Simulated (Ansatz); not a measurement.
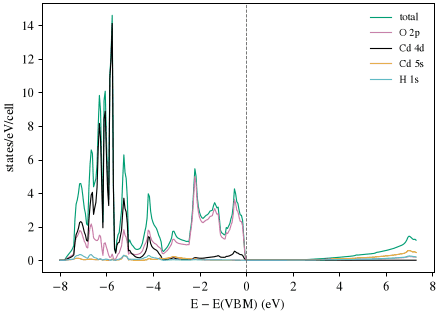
*Total and projected density of states of CdH2O2 in space group P-3m1 (No. 164; Cd on 1a, H on 2d, O on 2d), DFT-r²SCAN+D4 in the program Ansatz with PAW potentials*

Q: Which orbitals carry the states next to the gap?

A: Top 1 eV of the valence band: O 2p 85 %, Cd 4d 12 %. Bottom 1 eV of the conduction band: Cd 5s 47 %, O 2s 24 %, H 1s 19 %, O 2p 8 %. Projections are on Löwdin-orthogonalised atomic valence shells; empty p or d shells of many metals are not among them.

Q: Where is the tallest occupied peak in this window, and what makes it?

A: Near -5.7 eV, about 15 states/eV per cell; the largest projected share is Cd 4d.

The first step of the workflow began from a Materials Project structure, measured or hypothetical; the Crystallography Open Database copy checked does not list it. Whether it is the stable phase at ambient conditions was not checked. The r²SCAN+D4 relaxation kept the symmetry of its start; its stability against distortions is not shown here. Spin–orbit coupling is left out wherever it is not named.

Potentials: the later of the program's two PAW sets.
